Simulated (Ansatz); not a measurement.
CH₃OSi (SMILES C[Si+]=O) (charge +1)

```xyz
6

C    -4.1101    2.2350   -1.7441
O    -2.1097    0.8653    0.5531
Si   -3.0111    1.4826   -0.4821
H    -5.1356    2.2564   -1.3334
H    -4.0620    1.6100   -2.6539
H    -3.7448    3.2577   -1.9476
```

Geometry: B3LYP-D3(BJ)/def2-SVP.

All numbers below come from Ansatz 0.2.0, isolated molecule in a Gaussian basis; Kohn-Sham density functional theory, functional PBE0.

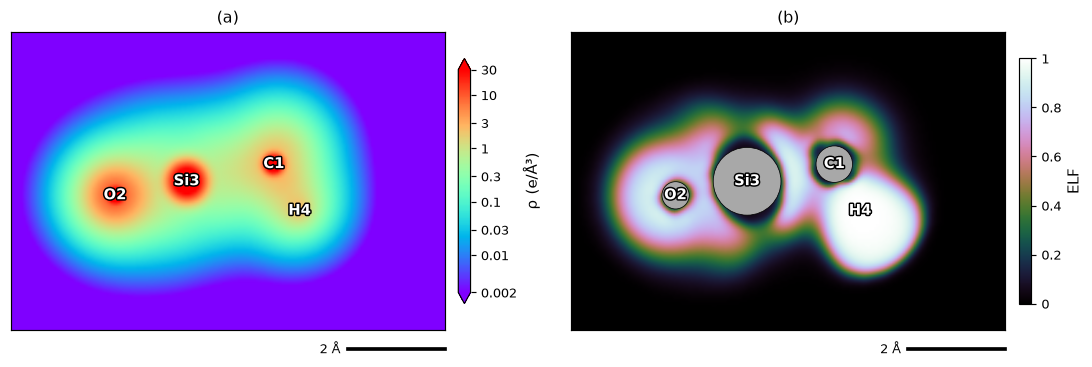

Figure 1. (a) electron density; (b) electron localisation function on the plane of atoms Si3, C1 and H4. Grey discs cover the atomic cores in the ELF map.

### What does the map show?

Atoms in the plane: C, O, Si and H.
Si–O (1.51 Å): ρ is about 1.5 e/Å³ halfway; the ELF peaks at about 0.80 in the valence shell of O, 0.6 Å from its nucleus, and is about 0.50 at the midpoint.
C–Si (1.83 Å): the density is about 0.97 e/Å³ at the midpoint; the ELF peaks at about 0.90 between the atoms; localised, covalent bonding.
C–H (1.10 Å): the density is about 2 e/Å³ at the midpoint; the ELF climbs to about 1 towards the hydrogen, as it does in any bond to H (a covalent bond by its length).
The ELF also peaks beside O2, away from the bonds: lone-pair regions.

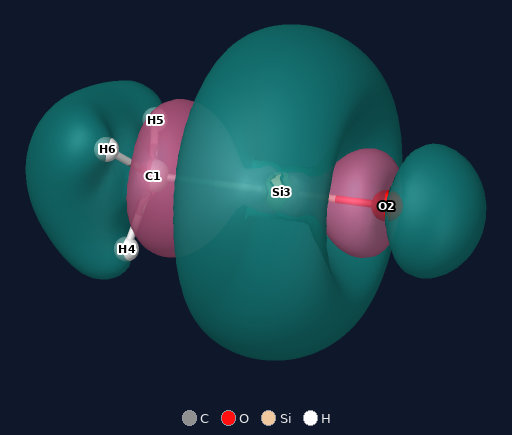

Figure 2. One frontier orbital at ±0.06 Å⁻³ᐟ² (teal and pink are the two phases), seen at a tilt.

### Which orbital is it: HOMO or LUMO?

The LUMO, at −8.91 eV. It lies mainly on Si3 (about 55 %), C1 (about 20 %) and O2 (about 15 %).
